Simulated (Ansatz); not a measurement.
**C$_{3}$H$_{5}$NO: density, localisation and related maps**

```
atom    x (Å)    y (Å)    z (Å)
   C  -1.1357  -0.5137   0.3930
   C   0.1215   0.0997  -0.1349
   N   1.3351  -0.0254   0.6131
   C   0.1552   0.7577  -1.2740
   O   0.2219   1.3447  -2.2760
   H  -1.3866  -0.0932   1.3717
   H  -1.0129  -1.5940   0.5170
   H  -1.9802  -0.3418  -0.2778
   H   2.0587  -0.5412   0.1326
   H   1.7061   0.8562   0.9384
```

Geometry: PBE0-D4/def2-TZVP.

Method: RKS PBE0-D4/def2-TZVPP in Ansatz 0.2.0.

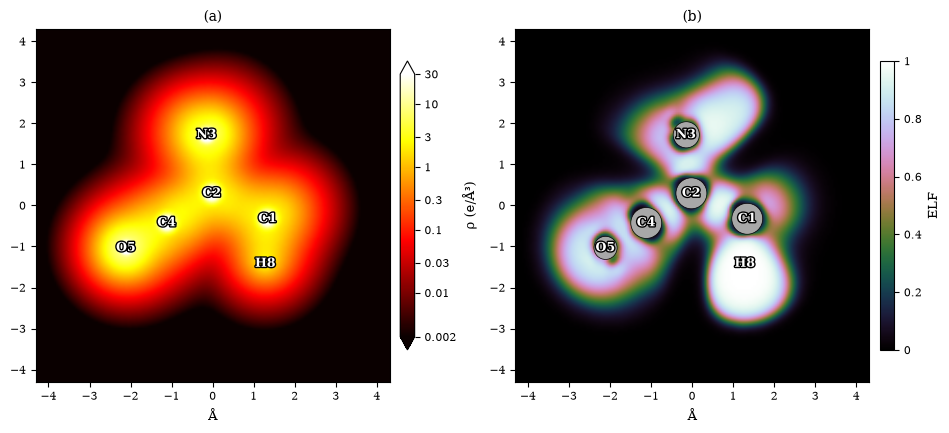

Figure 1. (a) total electron density; (b) ELF on the plane of atoms C1, C2 and N3. Grey discs cover the atomic cores in the ELF map.

**What do the fields say about this system?**

Atoms in the plane: C, N, O and H.
C–O (1.16 Å): ρ is about 3.7 e/Å³ halfway; the ELF peaks at about 0.85 between the atoms (a multiple bond).
C–C (1.32 Å): ρ at the midpoint is about 2.4 e/Å³; the ELF peaks at about 0.90 between the atoms (a multiple bond).
C–N (1.43 Å): ρ is about 2 e/Å³ halfway; the ELF peaks at about 0.90 between the atoms; a shared electron pair.
C–C (1.50 Å): ρ is about 1.7 e/Å³ halfway; the ELF peaks at about 0.95 between the atoms; localised, covalent bonding.
C–H (1.09 Å): ρ is about 2 e/Å³ halfway; the ELF climbs to about 1 towards the hydrogen, as it does in any bond to H (a covalent bond by its length).
The ELF also peaks beside O5 and N3, away from the bonds: lone-pair regions.

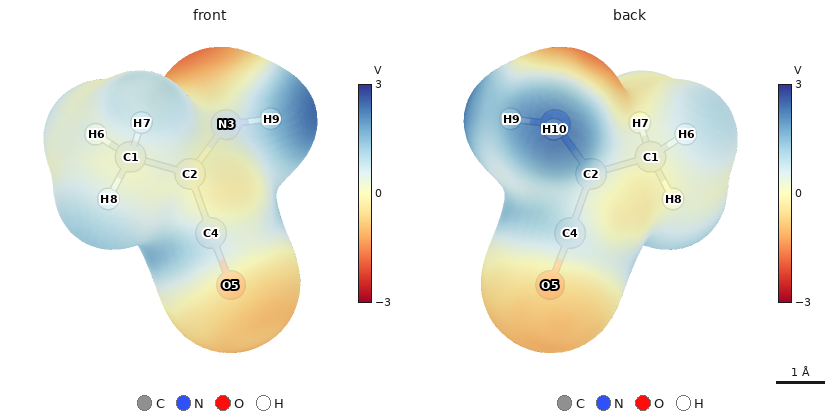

Figure 2. The molecular electrostatic potential painted on the density surface at 0.004 e/bohr³, seen from the front and from behind; red is negative and blue positive.

**Which sites attract a positive test charge, and which a negative one?**

A positive charge is drawn to the negative regions and a negative charge to the positive ones. The most negative region (about −1.6 V) lies over N3, the most positive (about +2.4 V) over H9 and H10. N3 is the likeliest acceptor of a hydrogen bond.

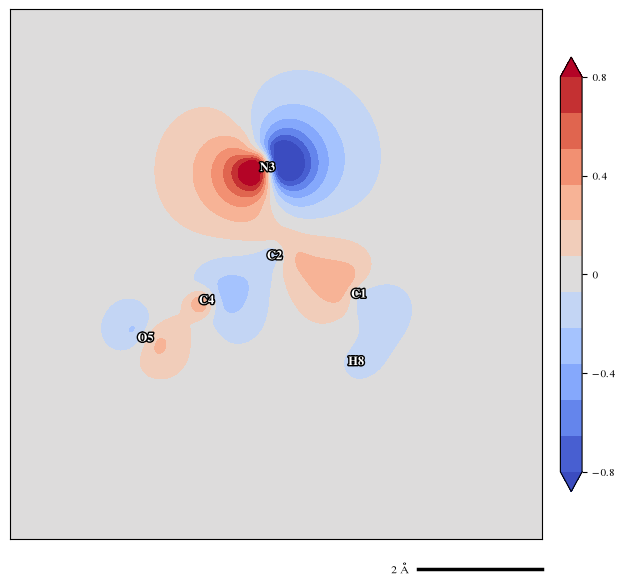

Figure 3. The HOMO−1 on the plane of atoms C2, C1 and H8 (values in Å⁻³ᐟ²; the overall sign is arbitrary).

**What is the character of this orbital?**

It lies mainly on N3 (about 70 %) and C2 (about 10 %); largely a lone pair of N3. Its energy is −7.68 eV.
